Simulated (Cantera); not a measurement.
A closed system holds: 1 mol Zr, 0.043 mol H2O, 1.1 mol N2, equilibrated at 1.10 Pa.

Cantera equilibrium calculation (NASA polynomials, part measured and part estimated; ideal gas, pure solids and liquids). Candidate condensed phases: H2O, Zr, ZrN, ZrO2; 28 gas species. Mutual solubility and eutectic melting of coexisting phases are not modelled. ZrN: taken at fixed stoichiometry. Condensed phases not in the tables: solid solutions among these carbides, nitrides and lower oxides. The numbers say what is thermodynamically allowed, not how fast it happens.

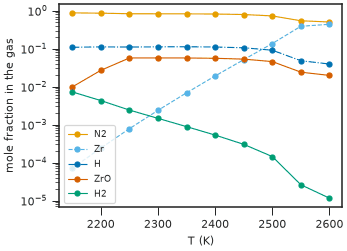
Fig. 1. Equilibrium gas composition (values under 1e-9 drawn at 1e-9)

### Question
Read off the mole fractions at 2550 K.

### Answer
N2 about 0.54, Zr about 0.39, H about 0.048, ZrO about 0.024, H2 about 2.6e-5.
